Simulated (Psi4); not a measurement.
# CH3F (fluoromethane) at MP3/def2-TZVPP

What is the energy change on altering one bond length of CH3F (fluoromethane) at MP3/def2-TZVPP? 

Program for the calculation: Psi4 1.11.

4 further runs of the same task are left out: 3 that didn't finish, 1 set aside as unsound or not needed.

## (1) Starting point

The species is CH3F (5 atoms), meant as a singlet with charge 0. SMILES: `CF`. The coordinates come from a PBE0-D4/def2-TZVP relaxation.

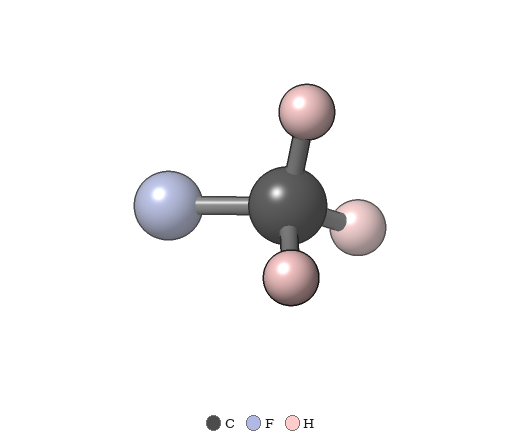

The structure, seen from a chosen angle (carbon dark grey, fluorine light blue, hydrogen pink).

## (2) A single-point energy at MP3/def2-TZVPP

Contents of ch3f.xyz:

```xyz
5
CH3F
C     -0.050700     0.032900     0.007800
F      1.094100    -0.710500    -0.168600
H     -0.918700    -0.626900    -0.058000
H     -0.104800     0.796000    -0.772000
H     -0.019800     0.508500     0.990700
```

Contents of job.py:

```python
import psi4

psi4.set_memory(1600000000)
psi4.set_num_threads(1)
psi4.core.set_output_file('psi4.out', False)

with open('ch3f.xyz') as f:
    atoms = ''.join(f.readlines()[2:])
m = psi4.geometry('0 1\n' + atoms + 'symmetry c1\nno_reorient\nno_com')

psi4.set_options({
    'basis': 'def2-TZVPP',
    'puream': True,
    'e_convergence': 1e-09,
    'd_convergence': 1e-08,
    'scf_type': 'pk',
    'num_frozen_docc': 2,
    'mp_type': 'conv',
})

e_tot = psi4.energy('mp3')
print('E =', round(e_tot, 9))
for k, v in sorted(psi4.core.scalar_variables().items()):
    print(f'{k:45s} {v:18.10f}')
```

Launch:

```sh
$ python job.py
```

psi4.out:

```text
[...]
  Running in c1 symmetry.
[...]
  Nuclear repulsion =   37.451250055602642
[...]
  Multiplicity = 1
[...]
  Nalpha       = 9
  Nbeta        = 9
[...]
    Number of basis functions: 104
[...]
   @RHF iter   1:  -139.06780079262199   -5.90910e-01   2.51184e-03 DIIS/ADIIS
[...]
   @RHF iter  10:  -139.10221796260191   -3.97904e-12   3.02664e-09 DIIS
[...]
    Orbital Energies [Eh]
    ---------------------
    Doubly Occupied:
       1A    -26.274194     2A    -11.304706     3A     -1.587138
       4A     -0.952956     5A     -0.695917     6A     -0.695903
       7A     -0.675648     8A     -0.528588     9A     -0.528563
[...]
  @RHF Final Energy:  -139.10221796260191
   => Energetics <=
    Nuclear Repulsion Energy =             37.4512500556026424
    One-Electron Energy =                -266.6197124229179281
    Two-Electron Energy =                  90.0662444047133732
    Total Energy =                       -139.1022179626019124
[...]
 Multipole Moments:
 ------------------------------------------------------------------------------------
     Multipole            Electronic (a.u.)      Nuclear  (a.u.)        Total (a.u.)
 ------------------------------------------------------------------------------------
 L = 1.  Multiply by 2.5417464519 to convert [e a0] to [Debye]
 Dipole X            :        -16.7224056           16.0615382           -0.6608674
 Dipole Y            :         10.8594668          -10.4303433            0.4291234
 Dipole Z            :          2.5771842           -2.4753523            0.1018319
 Magnitude           :                                                    0.7945202
[...]
	SCS-MP2 Total Energy (a.u.)        :  -139.53315359712815
	SOS-MP2 Total Energy (a.u.)        :  -139.53256232273623
[...]
	SOS-PI-MP2 Total Energy (a.u.)     :  -139.56566573505424
[...]
	MP2 Total Energy (a.u.)            :  -139.53433614591208
[...]
	SCS-MP3 Total Energy (a.u.)        :  -139.53631095690270
[...]
	MP3 Total Energy (a.u.)            :  -139.54696558501027
[...]
```

Run time: 22 s. Hardware: 1 thread of AMD EPYC 7R43 (Zen 3), shared host; peak memory 1.4 GiB.

## (3) The distorted shape

Contents of input.inp:

```
memory 1.6 GB

molecule {
  0 1
  C
  F 1 1.376346
  H 1 1.092286 2 109.08614
  H 1 1.4201 3 109.85296 2 119.52675
  H 1 1.092356 3 109.85749 2 -119.52573
  units angstrom
  symmetry c1
}

set {
  puream true
  e_convergence 1e-09
  d_convergence 1e-08
  scf_type pk
  num_frozen_docc 2
  mp_type conv
}

energy("mp3/def2-TZVPP")
```

Launch:

```sh
$ psi4 -n 1 input.inp input.out
```

input.out:

```text
[...]
  Running in c1 symmetry.
[...]
  Nuclear repulsion =   36.431436375276498
[...]
  Multiplicity = 1
[...]
  Nalpha       = 9
  Nbeta        = 9
[...]
    Number of basis functions: 104
[...]
   @RHF iter   1:  -139.02203131257914   -6.93003e-01   2.50821e-03 ADIIS/DIIS
[...]
   @RHF iter  10:  -139.05863690229759   -1.23350e-11   8.57020e-09 DIIS
[...]
    Orbital Energies [Eh]
    ---------------------
    Doubly Occupied:
       1A    -26.284974     2A    -11.341592     3A     -1.595721
       4A     -0.936097     5A     -0.704744     6A     -0.691165
       7A     -0.668990     8A     -0.536945     9A     -0.476188
[...]
  @RHF Final Energy:  -139.05863690229759
   => Energetics <=
    Nuclear Repulsion Energy =             36.4314363752764976
    One-Electron Energy =                -264.5073128608366915
    Two-Electron Energy =                  89.0172395832626080
    Total Energy =                       -139.0586369022975930
[...]
 Multipole Moments:
 ------------------------------------------------------------------------------------
     Multipole            Electronic (a.u.)      Nuclear  (a.u.)        Total (a.u.)
 ------------------------------------------------------------------------------------
 L = 1.  Multiply by 2.5417464519 to convert [e a0] to [Debye]
 Dipole X            :          0.3565527           -0.2366206            0.1199321
 Dipole Y            :          0.2059694           -0.1367164            0.0692530
 Dipole Z            :          3.0496649           -3.7746330           -0.7249680
 Magnitude           :                                                    0.7380774
[...]
	SCS-MP2 Total Energy (a.u.)        :  -139.49410280022653
	SOS-MP2 Total Energy (a.u.)        :  -139.49379311293961
[...]
	SOS-PI-MP2 Total Energy (a.u.)     :  -139.52726666760438
[...]
	MP2 Total Energy (a.u.)            :  -139.49472217480050
[...]
	SCS-MP3 Total Energy (a.u.)        :  -139.49730759903017
[...]
	MP3 Total Energy (a.u.)            :  -139.50754137001505
[...]
```

Wall time 21 s (1 thread of AMD EPYC 7R43 (Zen 3), shared host); peak memory 1.4 GiB.

## (4) Results

At MP3/def2-TZVPP, 2 core orbitals frozen:

| quantity | value |
| --- | --- |
| first shape: total energy | -139.54697 Eh |
| first shape: HOMO energy (Hartree–Fock orbitals) | -14.38 eV |
| first shape: LUMO energy (Hartree–Fock orbitals) | 4.19 eV |
| first shape: HOMO–LUMO gap (Hartree–Fock orbitals) | 18.57 eV |
| first shape: correlation energy (2 core orbitals frozen) | -444.7 mEh |
| distorted shape: total energy | -139.50754 Eh |
| distorted shape: HOMO energy (Hartree–Fock orbitals) | -12.96 eV |
| distorted shape: LUMO energy (Hartree–Fock orbitals) | 3.68 eV |
| distorted shape: HOMO–LUMO gap (Hartree–Fock orbitals) | 16.63 eV |
| distorted shape: correlation energy (2 core orbitals frozen) | -448.9 mEh |
| energy change with the C1–H4 bond stretched from 1.092 to 1.420 Å | 1.073 eV |

**Reading.** With the C1–H4 bond stretched from 1.092 to 1.420 Å the energy rises by 1.07 eV (25 kcal/mol). The first shape isn't relaxed at this level, so the change isn't measured from a minimum.
